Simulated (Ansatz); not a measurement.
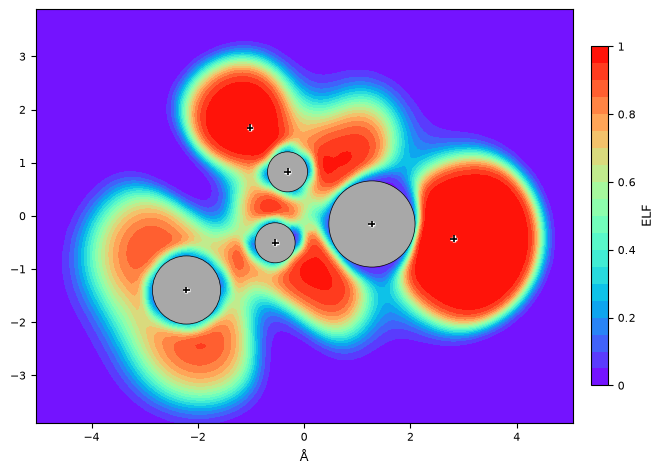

The ELF on a plane through atoms (crosses mark nuclei in the plane; grey discs cover the cores).

All numbers below come from RKS PBE0-D4/def2-TZVPP in Ansatz 0.2.0.

Candidates:
A. C2H2AlBr (SMILES Br[C]1=[CH][AlH]1)
B. BFH4O2Si (SMILES B[Si](O)(O)F)
C. CH5BSSi

Question: Which system is this?

Answer: Candidate A: C2H2AlBr on the molecular plane, which holds Br, C, Al and H. C–C (1.36 Å): the ELF peaks at about 0.90 between the atoms; localised, covalent bonding. C–Al (1.86 Å): the ELF peaks at about 0.80 in the valence shell of C, 0.7 Å from its nucleus, and is about 0.35 at the midpoint.
